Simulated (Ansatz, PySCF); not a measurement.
C2H2 (SMILES C#C) with H2O (SMILES O) on the geometries of the S66x8 set, where R/Re scales the closest contact. Geometry at R/Re = 1.00 (charge 0, multiplicity 1):
```xyz
7

C     -1.016     0.043     0.034
H      0.050     0.013     0.009
C     -2.228     0.077     0.061
H     -3.289     0.107     0.086
O      2.279    -0.073    -0.058
H      2.849    -0.663     0.439
H      2.851     0.278    -0.743
```

Interaction energies with rigid monomers; basis-set methods are counterpoise corrected unless marked otherwise.

Frozen-core correlation. Rows in 3-21G, 6-31G* carry no dispersion term and start afresh at each structure (6-31G* with six Cartesian d functions).

Programs: Ansatz (a quantum-chemistry and plane-wave program) with Gaussian orbitals; PySCF for 3-21G rows, 6-31G* rows, the dispersion terms. 

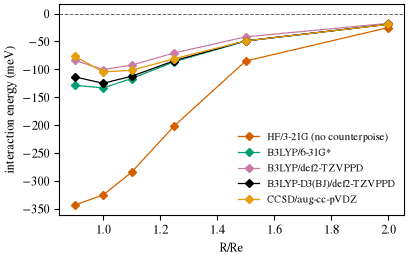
Fig. 1. Interaction energy against separation

Problem. Which level binds most strongly at R/Re = 1.00, and by how much?

Solution. HF/3-21G (no counterpoise), -325 meV.
